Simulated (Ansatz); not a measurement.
**H3PSeSi (charge +1, doublet): density, localisation and related maps**

The calculation's input:

```
crystal:
  periodic: [false, false, false]
  atoms:
    - {symbol: P, position_ang: [-1.087713, -2.055785, -1.419551]}
    - {symbol: Se, position_ang: [0.690165, -0.795365, -2.045626]}
    - {symbol: Si, position_ang: [-1.497186, 0.090658, -1.941664]}
    - {symbol: H, position_ang: [-1.612480, 1.166564, -0.943069]}
    - {symbol: H, position_ang: [-2.171898, 0.193511, -3.244167]}
    - {symbol: H, position_ang: [-0.825001, -2.232957, -0.033352]}
basis:
  gaussian: {orbitals: def2-TZVPD}
total_charge: 1
magnetization: {spin_polarized: true, initial_magnetization: 1}
output: {forces: true, orbitals: {seedname: orbitals}}
hamiltonian: {xc: pbe0}
```

Run with:

```sh
ansatz run input.yaml --threads 1 --pin off --max-ram 2610MiB --events-out events.jsonl --progress --plain --runs-dir runs
```

Geometry: B3LYP/6-31G*.

These are results of isolated molecule in a Gaussian basis; Kohn-Sham density functional theory, functional PBE0 in Ansatz 0.2.0, not measurements.

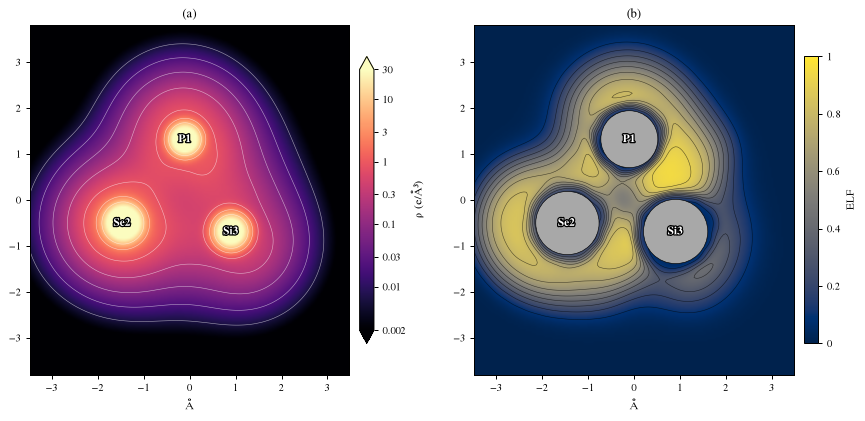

Figure 1. (a) total electron density; (b) ELF on the plane of atoms Se2, P1 and Si3. Grey discs cover the atomic cores in the ELF map.

> Read the bonding off the picture.

The section cuts through P, Se and Si sites.
Si–P (2.25 Å): ρ is about 0.67 e/Å³ halfway, with its minimum of 0.6 e/Å³ about 0.8 Å from Si; the ELF peaks at about 0.90 between the atoms, as expected for a shared electron pair.
P–Se (2.27 Å): the density is about 0.73 e/Å³ at the midpoint; the ELF peaks at about 0.75 between the atoms: a covalent bond.
Si–Se (2.36 Å): the density is about 0.61 e/Å³ at the midpoint, with its minimum of 0.52 e/Å³ about 0.9 Å from Si; the ELF peaks at about 0.80 between the atoms, as expected for a shared electron pair.
The ELF also peaks beside Se2, away from the bonds: non-bonding electrons, paired or unpaired.

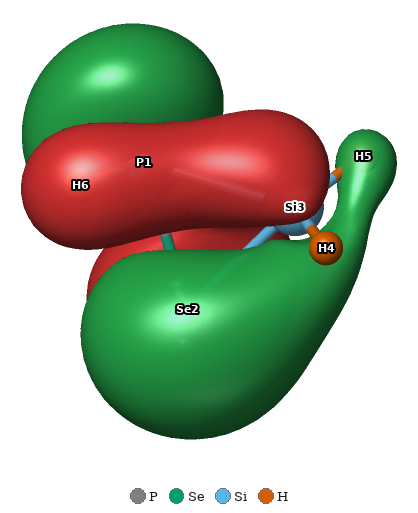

Figure 2. The LUMO (β) at ±0.06 Å⁻³ᐟ² (green and red are the two phases), seen from one side.

> Describe this orbital and give its energy.

By Hirshfeld shares it lies mainly on Se2 (about 55 %), P1 (about 30 %) and Si3 (about 10 %); π-antibonding (π*) across Se2–P1. Its energy is −10.22 eV.
